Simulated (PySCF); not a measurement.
# UCISD/STO-6G run of SnH2F (SMILES [F][SnH2])

Aim: the vertical ionisation energy of SnH2F at UCISD/STO-6G, from 2 runs. The job is set up through a Python script.

The calculation is run with PySCF 2.14.0.

4 further runs of the same task are left out: 4 set aside as unsound or not needed.

### 1 The structure to begin with

SnH2F: 4 atoms, total charge 0, spin state doublet. SMILES: `[F][SnH2]`. The coordinates come from a PBE0-D4/def2-TZVP relaxation.

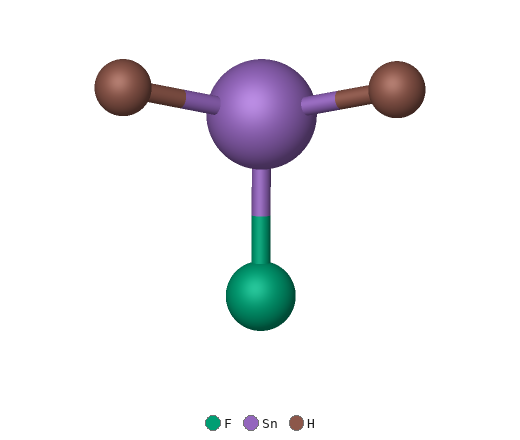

Viewed from a chosen angle; fluorine teal, tin purple, hydrogen brown.

### 2 A single-point energy at UCISD/STO-6G

mol.xyz reads:

```xyz
4

F     -1.552600    -0.190000     0.640700
Sn     0.028300    -0.242200    -0.468300
H      1.184100    -1.054400     0.524100
H      0.395700     1.426200    -0.716700
```

input.py reads:

```python
from pyscf import gto, scf, ci

system = gto.M(
    atom='mol.xyz',
    basis='sto-6g',
    verbose=3,
    spin=1,
    max_memory=1860,
    charge=0,
)

mf = scf.UHF(system)
mf.conv_tol = 1e-10
mf.kernel()
if not mf.converged:
    mf = mf.newton().run(mf.mo_coeff, mf.mo_occ)

cisd = ci.CISD(mf, frozen=19)
cisd.kernel()
e_final = cisd.e_tot
print(f'total energy: {e_final:.8f} hartree')
```

Command:

```
$ OMP_NUM_THREADS=1 python input.py
```

Standard output:

```text
converged SCF energy = -6094.42283852726  <S^2> = 0.75396311  2S+1 = 2.0039592
E(UCISD) = -6094.48751736445  E_corr = -0.06467883718926926
total energy: -6094.48751736 hartree
```

Run time: 3.9 s. Hardware: 1 thread of Arm Neoverse N1, shared host; peak memory 0.12 GiB.

### 3 The singlet cation

calc.py reads:

```python
from pyscf import gto, scf, ci

mol = gto.Mole()
mol.atom = 'F -1.552600 -0.190000 0.640700; Sn 0.028300 -0.242200 -0.468300; H 1.184100 -1.054400 0.524100; H 0.395700 1.426200 -0.716700'
mol.spin = 0
mol.max_memory = 1860
mol.charge = 1
mol.basis = 'sto-6g'
mol.verbose = 4
mol.build()

mf = scf.RHF(mol)
mf.conv_tol = 1e-10
mf.kernel()
if not mf.converged:
    mf = mf.newton().run(mf.mo_coeff, mf.mo_occ)

cisd = ci.CISD(mf, frozen=19)
cisd.kernel()
etot = cisd.e_tot
print('E = %.10f Eh' % etot)
```

Command:

```
$ OMP_NUM_THREADS=1 python calc.py
```

Standard output:

```text
PySCF version 2.14.0

[INPUT] num. atoms = 4
[INPUT] num. electrons = 60
[INPUT] charge = 1
[INPUT] spin (= nelec alpha-beta = 2S) = 0
[INPUT] symmetry False subgroup None
[INPUT] Mole.unit = angstrom
[INPUT] Symbol           X                Y                Z      unit          X                Y                Z       unit  Magmom
[INPUT]  1 F     -1.552600000000  -0.190000000000   0.640700000000 AA   -2.933988781000  -0.359047963667   1.210747528009 Bohr   0.0
[INPUT]  2 Sn     0.028300000000  -0.242200000000  -0.468300000000 AA    0.053479249325  -0.457691667370  -0.884958744134 Bohr   0.0
[INPUT]  3 H      1.184100000000  -1.054400000000   0.524100000000 AA    2.237624704097  -1.992527225741   0.990405461885 Bohr   0.0
[INPUT]  4 H      0.395700000000   1.426200000000  -0.716700000000 AA    0.747764627490   2.695127398855  -1.354366713476 Bohr   0.0

nuclear repulsion = 157.420770927441
number of shells = 16
number of NR pGTOs = 204
number of NR cGTOs = 34
basis = sto-6g
ecp = {}

******** <class 'pyscf.scf.hf.RHF'> ********
method = RHF
initial guess = minao
damping factor = 0
level_shift factor = 0
DIIS = <class 'pyscf.scf.diis.CDIIS'>
diis_start_cycle = 1
diis_space = 8
diis_damp = 0
SCF conv_tol = 1e-10
SCF conv_tol_grad = None
SCF max_cycles = 50
direct_scf = True
direct_scf_tol = 1e-13
Set gradient conv threshold to 1e-05
Initial guess from minao.
init E= -6079.50354787032
  HOMO = -0.642760019397368  LUMO = -0.408948486711114  gap/eV = 6.36234
cycle= 1 E= -6094.12717022914  delta_E= -14.6  |g|= 0.377  |ddm|= 2.26
  HOMO = -0.45300870575439  LUMO = -0.204189627372926  gap/eV = 6.77071
cycle= 2 E= -6094.19296734745  delta_E= -0.0658  |g|= 0.188  |ddm|= 1.03
  HOMO = -0.627430112262636  LUMO = -0.19849783693943  gap/eV = 11.67184
cycle= 3 E= -6094.20920148327  delta_E= -0.0162  |g|= 0.0387  |ddm|= 0.359
  HOMO = -0.625124659947428  LUMO = -0.201231727602423  gap/eV = 11.53471
cycle= 4 E= -6094.21056288914  delta_E= -0.00136  |g|= 0.0152  |ddm|= 0.0962
  HOMO = -0.626690390496485  LUMO = -0.199434467786988  gap/eV = 11.62623
cycle= 5 E= -6094.21101110508  delta_E= -0.000448  |g|= 0.00509  |ddm|= 0.0776
  HOMO = -0.626595040277155  LUMO = -0.199674246064567  gap/eV = 11.61711
cycle= 6 E= -6094.21107032816  delta_E= -5.92e-05  |g|= 0.000772  |ddm|= 0.0362
  HOMO = -0.626575990204285  LUMO = -0.19963756792712  gap/eV = 11.61759
cycle= 7 E= -6094.2110712508  delta_E= -9.23e-07  |g|= 0.000305  |ddm|= 0.00337
  HOMO = -0.626552140757161  LUMO = -0.199656510992152  gap/eV = 11.61642
cycle= 8 E= -6094.21107142494  delta_E= -1.74e-07  |g|= 0.000103  |ddm|= 0.00174
  HOMO = -0.626545282931253  LUMO = -0.199668083171088  gap/eV = 11.61592
cycle= 9 E= -6094.21107144504  delta_E= -2.01e-08  |g|= 2.13e-05  |ddm|= 0.000647
  HOMO = -0.626539848524136  LUMO = -0.199666886178326  gap/eV = 11.61580
cycle= 10 E= -6094.21107144581  delta_E= -7.65e-10  |g|= 3.59e-06  |ddm|= 0.000118
  HOMO = -0.62654005561206  LUMO = -0.199667275396264  gap/eV = 11.61580
cycle= 11 E= -6094.21107144583  delta_E= -2.73e-11  |g|= 4.92e-07  |ddm|= 2.21e-05
  HOMO = -0.626539982769005  LUMO = -0.199667343094791  gap/eV = 11.61580
Extra cycle  E= -6094.21107144583  delta_E=    0  |g|= 1.74e-07  |ddm|= 1.09e-06
converged SCF energy = -6094.21107144583

******** <class 'pyscf.ci.cisd.RCISD'> ********
CISD nocc = 11, nmo = 15
frozen orbitals 19
max_cycle = 50
direct = 0
conv_tol = 1e-09
max_cycle = 50
max_space = 12
lindep = 0
nroots = 1
Init t2, MP2 energy = -0.0674476590377227
RCISD converged
E(RCISD) = -6094.302988360858  E_corr = -0.09191691502379559
E = -6094.3029883609 Eh
```

It took 3.6 s on 1 thread of Arm Neoverse N1, shared host; peak memory 0.11 GiB.

### 4 Summary of results

Level: UCISD/STO-6G, 19 core orbitals frozen.

```
                                                                 quantity           value
                                              doublet SnH2F: total energy  -6094.48752 Eh
                      doublet SnH2F: dipole moment (Hartree–Fock density)          2.21 D
doublet SnH2F: HOMO energy (Hartree–Fock orbitals) (highest over α and β)        -6.02 eV
 doublet SnH2F: LUMO energy (Hartree–Fock orbitals) (lowest over α and β)         4.62 eV
              doublet SnH2F: correlation energy (19 core orbitals frozen)       -64.7 mEh
                         doublet SnH2F: ⟨S²⟩ of the reference determinant           0.754
                                             singlet cation: total energy  -6094.30299 Eh
                      singlet cation: HOMO energy (Hartree–Fock orbitals)       -17.05 eV
                      singlet cation: LUMO energy (Hartree–Fock orbitals)        -5.43 eV
                    singlet cation: HOMO–LUMO gap (Hartree–Fock orbitals)        11.62 eV
             singlet cation: correlation energy (19 core orbitals frozen)       -91.9 mEh
                       vertical ionisation energy (to the singlet cation)        5.021 eV
```

The vertical ionisation energy comes to 5.02 eV (116 kcal/mol). Only the singlet of the ionised species was computed; a triplet could lie lower. In a minimal basis such a difference can be off by several eV, whatever the method. Mulliken charges (doublet SnH2F) of the mean-field density run from -0.36 on F1 to +0.74 on Sn2; they depend strongly on the basis. Relativity is left out (doublet SnH2F) although the molecule holds a heavy atom. Mulliken charges (singlet cation) of the mean-field density run from -0.23 on F1 to +1.34 on Sn2.
